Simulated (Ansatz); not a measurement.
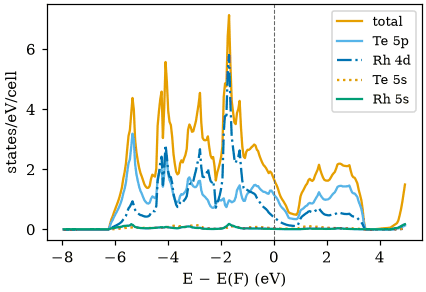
Total and projected density of states of Te₂Rh in space group P-3m1 (No. 164; Rh on 1a, Te on 2d), DFT-LDA in the program Ansatz with PAW potentials

Q: Which orbitals carry the states next to the Fermi level?

A: Within 0.5 eV of the Fermi level: Te 5p 65 %, Rh 4d 28 %. Projections are on Löwdin-orthogonalised atomic valence shells; empty p or d shells of many metals are not among them.

Q: Where is the tallest occupied peak in this window, and what makes it?

A: Near -1.7 eV, about 7.1 states/eV per cell; the largest projected share is Rh 4d.

The workflow started from an entry of the Crystallography Open Database (COD), which files this formula under 2 space groups. Its standing as an ambient phase is unchecked. The cell was relaxed with LDA under the symmetry of its start; whether a distortion lowers the energy is not shown. No spin polarisation was allowed. A crystal of weakly bound layers computed without a dispersion correction: the cell and the soft elastic constants depend strongly on that. With an odd number of electrons in the cell and no spin polarisation, the count alone makes it a metal. Scalar-relativistic: spin–orbit coupling is off unless named, which matters more the heavier the elements.

Potentials: the later of the program's two PAW sets.
